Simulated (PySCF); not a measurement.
# Run report: C6H15NSi, excited-state calculation

C6H15NSi, computed with TDDFT PBE0/def2-SVPD, vertical, gas phase, core orbitals frozen in the response (PySCF 2.14.0).

The geometry comes from this level: PBE0-D3(BJ)/def2-SVP. It belongs to a series of runs on one base structure; here: H on C replaced by iPr.

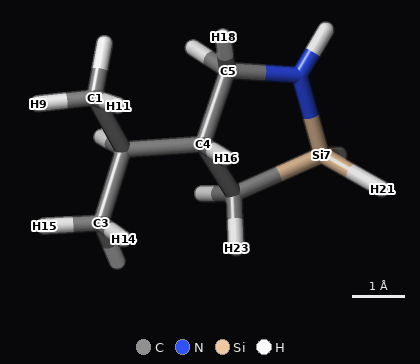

Fig. 1: The structure (stick view, seen at a tilt; atoms are numbered from 1 in the order of the input). Bond lengths as drawn: C–C 1.52 to 1.54 Å, C–H 1.10 to 1.11 Å, C–N 1.45 Å, C–Si 1.89 Å, H–N 1.01 Å, H–Si 1.50 Å and N–Si 1.73 Å.

Summary:

| quantity | value |
| --- | --- |
| outcome | converged |
| total energy | −581.184365 hartree |
| HOMO | −6.50 eV |
| LUMO | 0.61 eV |
| dipole moment | 0.96 D |
| mean polarisability | 105.35 a.u. |
| vertical ionisation energy | 8.42 eV |
| lowest singlet excitation | 5.72 eV |
| hardware | 1 CPU thread, shared host |
| wall time | 5.5 min |
| peak memory | 1.1 GiB |

The input:
```
{"job": {"kind": "uv", "xc": "PBE0", "basis": "def2-SVPD", "ip": true}, "charge": 0, "multiplicity": 1}
C     -2.296046    -0.357668     0.814771
C     -1.376098     0.091443    -0.317117
C     -1.960192    -0.313100    -1.666323
C      0.055187    -0.433832    -0.138815
C      0.662627    -0.074373     1.227537
N      2.089874    -0.309148     1.151187
Si     2.733982    -0.205769    -0.453881
C      1.032490     0.042777    -1.231767
H     -3.324530    -0.002042     0.648111
H     -1.972233     0.024407     1.793972
H     -2.331873    -1.458706     0.877376
H     -1.317400     1.196992    -0.290121
H     -1.366633     0.074813    -2.506759
H     -1.999428    -1.411434    -1.762599
H     -2.987182     0.067275    -1.780755
H      0.016518    -1.539520    -0.188201
H      0.412303     0.982429     1.468740
H      0.206667    -0.693024     2.019244
H      2.602302    -0.292323     2.021870
H      3.668652     0.942836    -0.702565
H      3.460884    -1.442144    -0.893140
H      0.885885     1.118912    -1.435066
H      0.890511    -0.491085    -2.182279
```

The first line tells a small driver script what to run in PySCF; the rest is the geometry in Å.

Launched with:
```bash
OMP_NUM_THREADS=1 python <driver script> task.json out
```

What the program printed:
```
coarse grid: 18504 points
cycle   1  E = -581.0390522091  dE =  6.056e-01  |g| = 5.065e-01  |ddm| = 8.361e+00
cycle   2  E = -580.9965195590  dE =  4.253e-02  |g| = 6.601e-01  |ddm| = 2.087e+00
cycle   3  E = -581.1061498052  dE = -1.096e-01  |g| = 6.561e-02  |ddm| = 1.217e+00
cycle   4  E = -581.1069370886  dE = -7.873e-04  |g| = 3.321e-02  |ddm| = 1.796e-01
cycle   5  E = -581.1071979293  dE = -2.608e-04  |g| = 5.484e-03  |ddm| = 7.400e-02
cycle   6  E = -581.1072043326  dE = -6.403e-06  |g| = 2.253e-03  |ddm| = 1.847e-02
final grid: 170752 points
cycle   7  E = -581.1843347928  dE = -9.103e-05  |g| = 1.051e-02  |ddm| = 3.007e-01
cycle   8  E = -581.1843149893  dE =  1.980e-05  |g| = 1.358e-02  |ddm| = 5.861e-02
cycle   9  E = -581.1843644279  dE = -4.944e-05  |g| = 8.221e-04  |ddm| = 2.897e-02
cycle  10  E = -581.1843645769  dE = -1.490e-07  |g| = 3.323e-04  |ddm| = 2.918e-03
cycle  11  E = -581.1843646023  dE = -2.544e-08  |g| = 7.640e-05  |ddm| = 9.867e-04
cycle  12  E = -581.1843646035  dE = -1.234e-09  |g| = 3.515e-05  |ddm| = 2.743e-04
cycle  13  E = -581.1843646038  dE = -2.863e-10  |g| = 2.981e-06  |ddm| = 6.451e-05
```

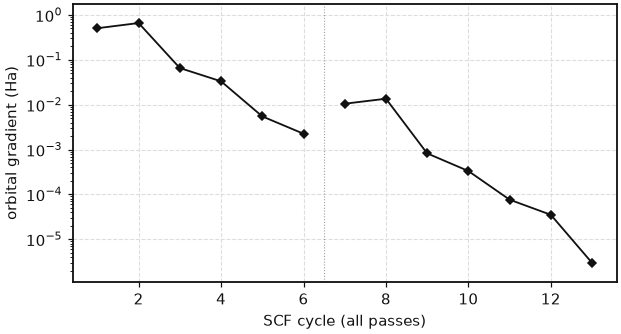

Fig. 2: Convergence of the self-consistent field: orbital gradient against the SCF cycle. The dotted line marks the change from a coarse to the final integration grid. The first 6 cycles use a coarse grid, the final grid takes over at cycle 7, and the field converges after 13 cycles in all.

```
converged SCF energy = -581.1843646038

Static polarisability (au): isotropic 105.354, principal 89.377 101.812 124.873

Singlet excitations
state   eV       nm        f      main configurations
  1   5.7186    216.8   0.00494   H->L 0.64, H->L+1 0.34
  2   5.9888    207.0   0.00724   H->L+1 0.57, H->L 0.32
  3   6.7652    183.3   0.00127   H->L+2 0.67, H->L+3 0.15, H->L+4 0.08
  4   6.8044    182.2   0.00681   H->L+3 0.70, H->L+2 0.19
  5   6.8697    180.5   0.00286   H->L+5 0.52, H->L+4 0.21, H->L+3 0.11
  6   7.0449    176.0   0.00582   H->L+4 0.40, H->L+5 0.40, H->L+6 0.10
  7   7.2715    170.5   0.02239   H->L+6 0.66, H->L+4 0.25
  8   7.6511    162.0   0.03643   H->L+7 0.64, H-1->L 0.22
  9   7.7245    160.5   0.12970   H-1->L 0.68, H->L+7 0.20
 10   7.7717    159.5   0.00937   H-1->L+1 0.90

Triplet excitations (Tamm-Dancoff, eV): 5.4289 5.8516 6.6569 6.7180
Vertical ionisation energy (delta-SCF) = 8.4157 eV
```

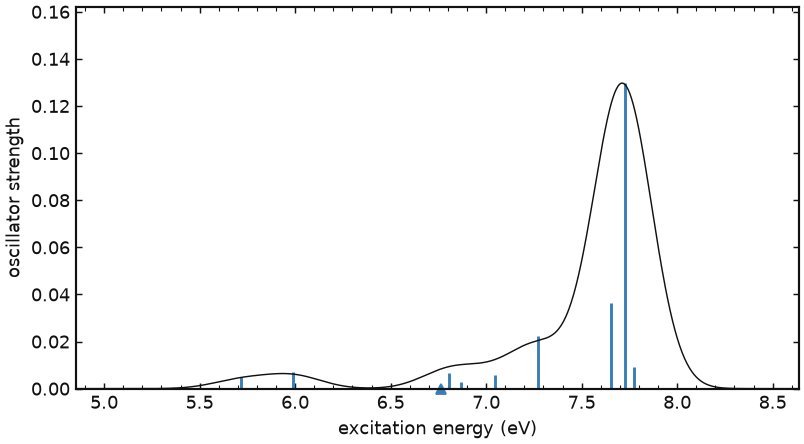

Fig. 3: Computed excitations as sticks (degenerate states added up, dark ones marked on the axis), with a Gaussian envelope of 0.35 eV full width at half maximum, scaled to the tallest. Of the 10 states the lowest lies at 5.72 eV (f = 0.005); the strongest line is at 7.72 eV, or 161 nm (f = 0.130).

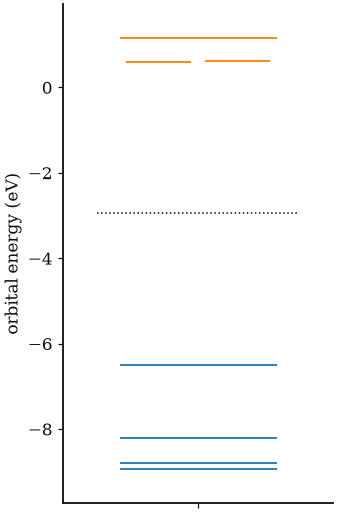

Fig. 4: Orbital energies near the frontier; the dotted line parts filled from empty levels, and levels within 0.02 eV of each other stand side by side. Highest filled −6.50 eV, lowest empty 0.61 eV, 7.11 eV apart.
